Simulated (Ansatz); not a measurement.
```xyz
6

C    -0.5228    0.4655   -0.4309
Zn    0.7107   -0.6431    0.5547
Br    2.1480   -1.9349    1.7026
H    -1.4194   -0.1018   -0.6872
H    -0.0586    0.8203   -1.3529
H    -0.8158    1.3300    0.1676
```

Geometry: PBE0-D4/def2-TZVP.

Method: RKS PBE0-D4/def2-TZVPP (Ansatz 0.2.0).

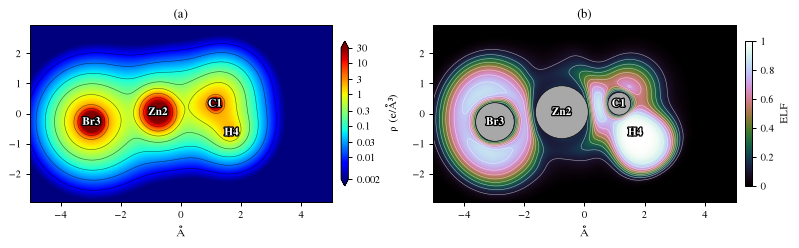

CH3BrZn (SMILES [CH3][Zn][Br]). (a) electron density; (b) ELF on the plane of atoms Zn2, C1 and H4. Grey discs cover the atomic cores in the ELF map.

> Describe what can be read from this map.

The plane passes through C, Zn, Br and H nuclei.
C–Zn (1.93 Å): ρ is about 0.79 e/Å³ halfway; the ELF peaks at about 0.90 in the valence shell of C, 0.7 Å from its nucleus, and is about 0.45 at the midpoint.
Zn–Br (2.25 Å): the density is about 0.65 e/Å³ at the midpoint; the ELF peaks at about 0.75 in the valence shell of Br, 1.0 Å from its nucleus, and is about 0.60 at the midpoint.
C–H (1.09 Å): ρ is about 1.9 e/Å³ halfway; the ELF climbs to about 1 towards the hydrogen, as it does in any bond to H (an ordinary covalent bond to hydrogen).
The ELF also peaks beside Br3, away from the bonds: lone-pair regions.
